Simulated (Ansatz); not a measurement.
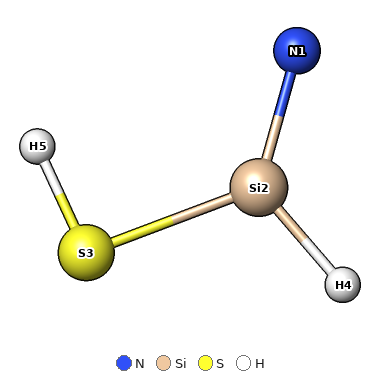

The system is H2NSSi, SMILES [N]=[SiH]S, spin multiplicity 2; the picture shows the reference structure. The first coordinate is: bond length N1–Si2; the second: bond length Si2–S3. Nothing is relaxed (all other coordinates rigid). Grid: 11 × 11 points. At 17 points there is no value. Points are written as (first, second). Energies are in kcal/mol, from the lowest grid point. In part of the range the unrestricted reference is strongly spin-contaminated. The calculation used UKS B3LYP-D4/def2-TZVP (Ansatz).

Its coordinates:

```yaml
atoms:
  - { symbol: N, position_ang: [-1.5047, 0.0149, 1.1140] }
  - { symbol: Si, position_ang: [-0.4853, -0.3758, -0.1075] }
  - { symbol: S, position_ang: [1.4198, 0.4632, -0.4657] }
  - { symbol: H, position_ang: [-0.7805, -1.3905, -1.1371] }
  - { symbol: H, position_ang: [1.3508, 1.2882, 0.5964] }
```

Range: bond length N1–Si2 from 1.409 to 2.294 Å; bond length Si2–S3 from 1.774 to 2.746 Å.

What will the energy surface look like?

Answer. The lowest grid point is at (1.674 Å, 2.066 Å). No other kind of well shows on this grid. The highest grid point, (2.294 Å, 1.774 Å), lies 98 kcal/mol above the lowest. Round the minimum the two coordinates are nearly uncoupled.

```csv
"bond length Si2–S3 ↓, bond length N1–Si2 →",1.409,1.497,1.586,1.674,1.763,1.851,1.940,2.028,2.117,2.205,2.294
2.746,64,41,32,32,38,46,56,66,76,85,93
2.649,58,–,26,–,31,39,49,–,69,–,87
2.552,52,29,20,20,25,33,43,53,63,72,81
2.454,46,–,14,–,18,27,36,–,56,–,75
2.357,41,18,8,8,13,21,31,41,51,60,69
2.260,37,–,4,3,8,–,26,–,46,56,65
2.163,34,11,1,0,5,13,23,33,43,53,62
2.066,35,–,1,0,5,13,23,–,43,–,62
1.969,39,15,5,4,9,17,27,37,47,57,66
1.871,51,–,16,–,20,28,37,–,58,68,77
1.774,72,47,37,36,40,48,58,68,78,88,98
```

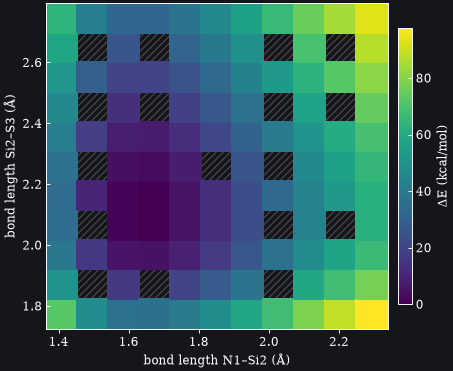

Drawn: one coloured cell a grid point, hatched blanks where no value was computed.

Each point was launched as `ansatz run input.yaml --threads 1 --pin off --max-ram 2560MiB --backend cpu --events-out ev --progress --plain --runs-dir out`. The whole map (104 points run) took 19 min on 1 thread of Arm Neoverse V1, with other jobs on the host.
